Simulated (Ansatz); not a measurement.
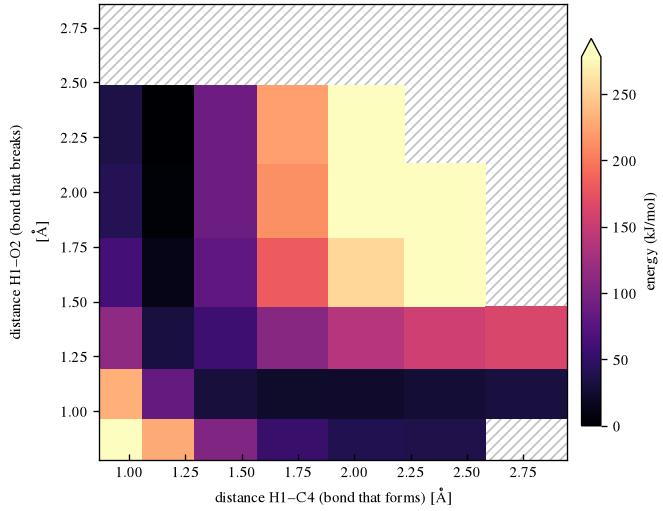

Energy landscape of the reacting system C₂H₇O (fragments CH₄O + CH₃ where the first distance is long, CH₄ + CH₃O where the second is long), spin multiplicity 2. First axis: distance H1–C4 (bond that forms). Second axis: distance H1–O2 (bond that breaks). Relaxed at each point: all other coordinates. The grid has 7 × 7 points. At 12 points there is no value. Points are written as (first, second). Energies are in kJ/mol, from the lowest grid point. All numbers below come from UKS r2SCAN-D4/def2-SVP (Ansatz 0.2.0).

The picture shows one coloured cell a grid point, one colour for all values above the top of the scale, hatched blanks where no value was computed. 

**Where are the lowest and the highest points?**

The lowest grid point is at (1.155 Å, 2.306 Å). Other grid points that lie below all their neighbours: (1.720 Å, 1.065 Å) (22 kJ/mol higher). The highest grid point, (0.963 Å, 0.873 Å), lies 458 kJ/mol above the lowest.

The input of one point:

```yaml
crystal:
  periodic: [false, false, false]
  atoms:
    - { symbol: H, position_ang: [-0.06716, -1.203193, -0.036337] }
    - { symbol: O, position_ang: [1.404458, 0.317938, -0.951835] }
    - { symbol: C, position_ang: [0.833822, 1.475061, -0.54251] }
    - { symbol: C, position_ang: [-0.963419, -1.475375, 0.63943] }
    - { symbol: H, position_ang: [-0.188036, 1.709907, -0.911605] }
    - { symbol: H, position_ang: [0.960243, 1.730432, 0.532145] }
    - { symbol: H, position_ang: [1.537022, 2.132272, -1.110092] }
    - { symbol: H, position_ang: [-1.822551, -1.477972, -0.044884] }
    - { symbol: H, position_ang: [-1.035036, -0.734279, 1.447234] }
    - { symbol: H, position_ang: [-0.659342, -2.474992, 0.978452] }
magnetization:
  spin_polarized: true
  initial_magnetization: 1
basis:
  gaussian: { orbitals: def2-SVP }
hamiltonian:
  xc: r2scan
  dispersion: d4
output:
  forces: true
relax:
  f_tol: 0.02
  max_steps: 50
  escape_saddle: false
  constraints: [{ distance: [0, 3] }, { distance: [0, 1] }]
```

Time for the 37 points that were run: 39 min on 1 thread of Arm Neoverse V2, on a shared host.
